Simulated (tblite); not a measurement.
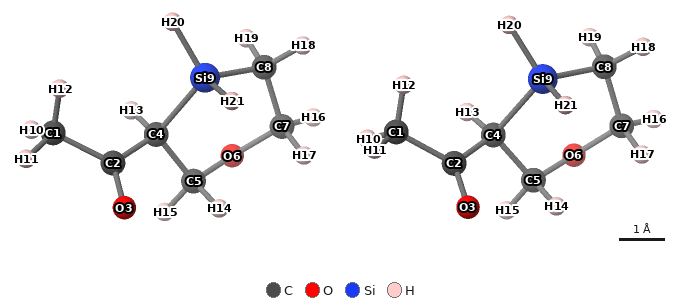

Two geometries of C₆H₁₂O₂Si, drawn at one scale. One is the start of a relaxation, the other its converged end. The picture is a ball-and-stick view, seen at a tilt.

These are results of tblite, GFN2-xTB geometry optimisation, gas phase, not measurements. 

**Which geometry has the lower energy?**

The right one is the relaxed one. H11 moves most after the best rigid fit: 0.38 Å. By element the largest moves are H 0.38 Å, C 0.11 Å, O 0.09 Å, Si 0.06 Å. Among the contacts that change: C4–Si9 1.886 → 1.922 Å, C5–O6 1.437 → 1.406 Å, Si9–H21 1.493 → 1.465 Å, O6–C7 1.432 → 1.407 Å. Bond angles that change, for instance: C2–C4–Si9 113.5° → 108.2°, C4–C5–H14 112.8° → 109.1°, Si9–C4–H13 105.8° → 109.2°. The energy falls by 14.2 kJ/mol in 76 geometry steps. Cost: 0.61 s on 1 thread of Arm Neoverse V1 (shared host).
